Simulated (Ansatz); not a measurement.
```yaml
crystal:
  periodic: [false, false, false]
  atoms:
    - {symbol: O, position_ang: [-0.794015, -0.697182, -0.247427]}
    - {symbol: C, position_ang: [0.250179, 0.049047, 0.230771]}
    - {symbol: F, position_ang: [1.007159, -0.674942, 1.130737]}
    - {symbol: H, position_ang: [-0.928749, -0.495103, -1.178017]}
    - {symbol: H, position_ang: [-0.076888, 0.951371, 0.760563]}
    - {symbol: H, position_ang: [0.888901, 0.297012, -0.618313]}
basis:
  gaussian: {orbitals: def2-TZVPP}
hamiltonian: {xc: {name: B3LYP}, dispersion: d4}
```

Geometry: moved along internal coordinates away from the minimum.

What structure does this define?

The molecule is CH3FO. SMILES: `OCF`. It has no ring. Among its groups: alcohol, C–F bond. Coordination: 1 O bent; 1 C tetrahedral.

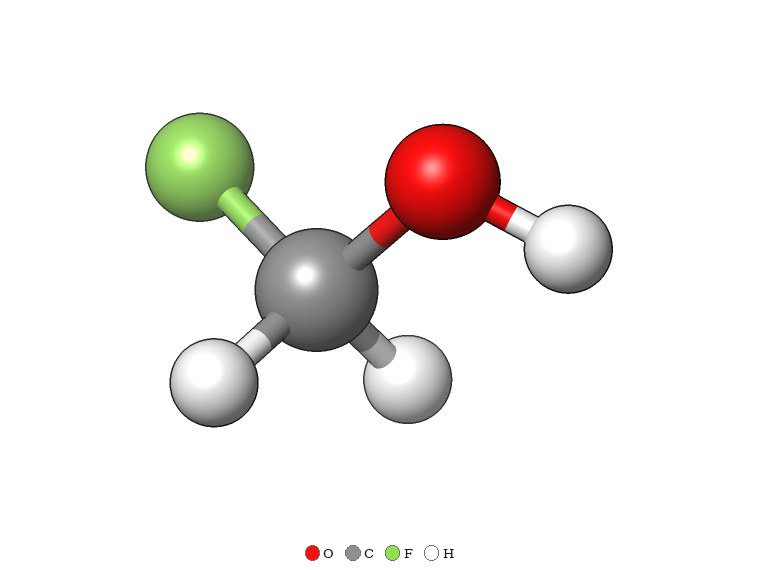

(Drawn from a calculation with Ansatz.)
